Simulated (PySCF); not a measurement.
## Electronic structure of C₄H₄NO₃S (charge −1) in real space

```tsv
atom	x (Å)	y (Å)	z (Å)
C	1.4542	-0.2004	-0.7609
C	0.8156	-0.6536	0.5305
O	1.1719	-1.6712	1.1174
C	-0.3184	0.1425	0.9530
C	-0.3622	1.4962	0.6070
N	-0.3750	2.6180	0.3423
S	-1.9108	-0.8057	-0.1701
O	-1.4804	-0.6060	-1.5588
O	-3.0587	0.0183	0.2158
H	0.6843	-0.2496	-1.5340
H	1.7889	0.8323	-0.6828
H	2.2880	-0.8472	-1.0250
H	-0.7017	-0.0732	1.9477
```

Geometry: GFN2-xTB.

These are results of PBE0/def2-SVPD, SCF density, gas phase in PySCF 2.14.0, not measurements.

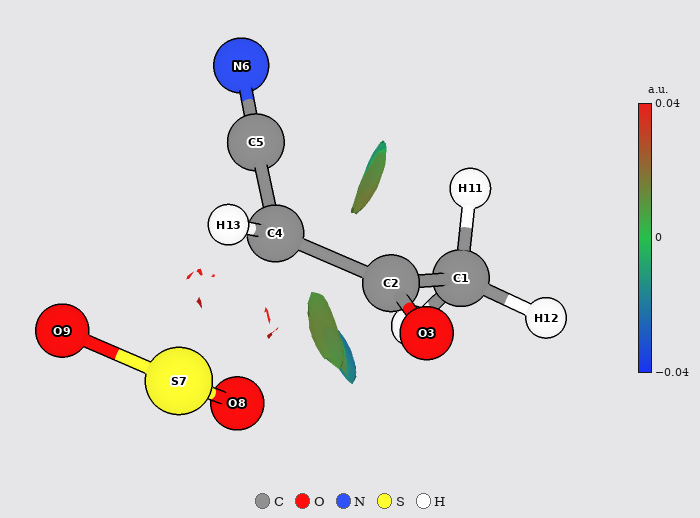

Figure 1. Non-covalent interaction (NCI) plot: the surface where the reduced density gradient is 0.5, for densities under 0.05 a.u., coloured by sign(λ₂)ρ; seen across its widest extent.

Question: What holds or crowds the atoms apart from the covalent bonds?

Answer: Between H10 on one side and O8 on the other: a weak contact, attractive (blue-green) on one side and crowded (olive to red) on the other; near H11, C5 and C1: mostly steric crowding (olive to red).

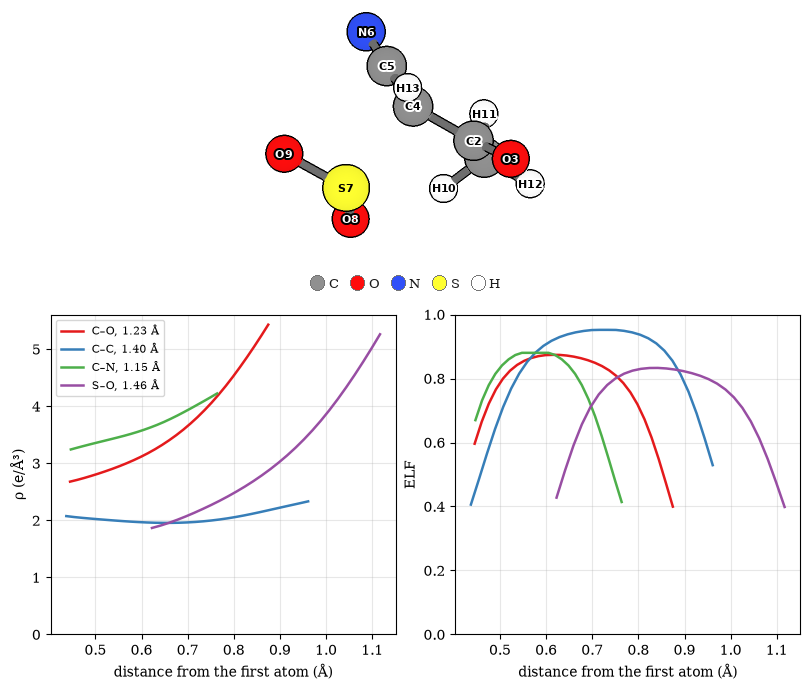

Figure 2. Electron density and electron localisation function along straight lines between neighbouring atoms. The curves leave out the atomic cores. The structure is drawn too.

Question: What can be read from the curves?

Answer: C–O (1.23 Å): the density is about 3.2 e/Å³ at the midpoint; the ELF peaks at about 0.85 between the atoms: a short, multiple covalent bond.
C–C (1.40 Å): the density is about 2 e/Å³ at the midpoint; the ELF peaks at about 0.95 between the atoms (a covalent bond).
C–N (1.15 Å): the density is about 3.5 e/Å³ at the midpoint; the ELF peaks at about 0.90 between the atoms; a short, multiple covalent bond.
S–O (1.46 Å): the density is about 2.2 e/Å³ at the midpoint; the ELF peaks at about 0.85 between the atoms (a short, strongly polar bond).
